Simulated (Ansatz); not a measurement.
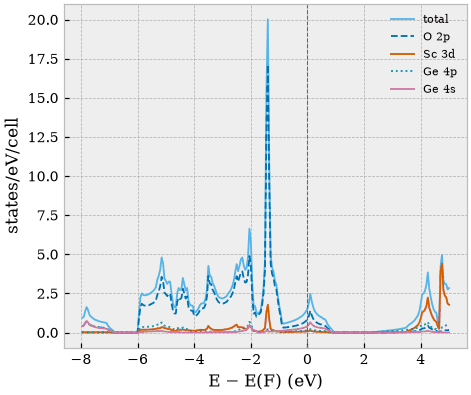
Total and projected density of states of ScGeO3 in space group P4mm (No. 99; Sc on 1b, Ge on 1a, O on 2c, O on 1b), plane-wave PAW r²SCAN (Ansatz code)

Problem. Which orbitals carry the states next to the Fermi level?

Solution. Within 0.5 eV of the Fermi level: O 2p 54 %, Ge 4s 27 %, Ge 4p 10 %, Sc 3d 5 %. Projections are on Löwdin-orthogonalised atomic valence shells; empty p or d shells of many metals are not among them.

Problem. Where is the tallest occupied peak in this window, and what makes it?

Solution. Near -1.4 eV, about 20 states/eV per cell; the largest projected share is O 2p.

The start of the workflow was typed in or built on a structure type; neither database checked (COD, Materials Project) lists it. Whether it is the stable phase at ambient conditions was not checked. The r²SCAN relaxation kept the symmetry of its start; its stability against distortions is not shown here. The run is not spin-polarised. With an odd number of electrons in the cell and no spin polarisation, the count alone makes it a metal. Spin–orbit coupling is left out wherever it is not named.

Potentials: the earlier of the program's two PAW sets. The files were generated under PBE; for other functionals the program regenerates the frozen cores, and for LDA and PBEsol the local potential too.
